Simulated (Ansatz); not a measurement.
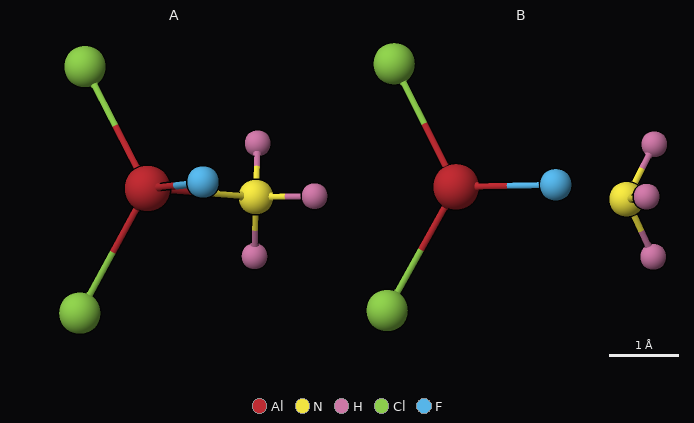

Two geometries of AlNH$_{3}$Cl$_{2}$F, drawn at one scale. One is the start of a relaxation, the other its converged end. Style: ball-and-stick. Shown at a tilt.

Method: RKS PBE0-D4/def2-SVP (Ansatz). Set-up: no spin polarisation; force threshold 0.03 eV/Å; at most 50 steps.

Q: Which geometry has the lower energy?

A: Structure A is the relaxed one. The run prepares an end point of a later path (reaction) calculation, from a guessed geometry. The atom that moves furthest after the best rigid fit is an H atom (0.79 Å). Largest moves by element: H 0.79 Å, Cl 0.75 Å, Al 0.61 Å, N 0.51 Å, F 0.41 Å. Among the contacts that change: Al–N 3.093 → 2.007 Å, Al–Cl 2.077 → 2.116 Å, H–N 1.038 → 1.022 Å, Al–F 1.679 → 1.673 Å. New bonds form, among them: Al–N (3.09 → 2.01 Å). Bond angles that change, for instance: Cl–Al–Cl 121.7° → 117.6°, Cl–Al–F 118.8° → 116.3°, Cl–Al–F 118.4° → 116.3°. Over 9 geometry steps the energy falls by 32.0 kcal/mol. Largest force component: 1 eV/Å at the start, 0.016 eV/Å at the end.
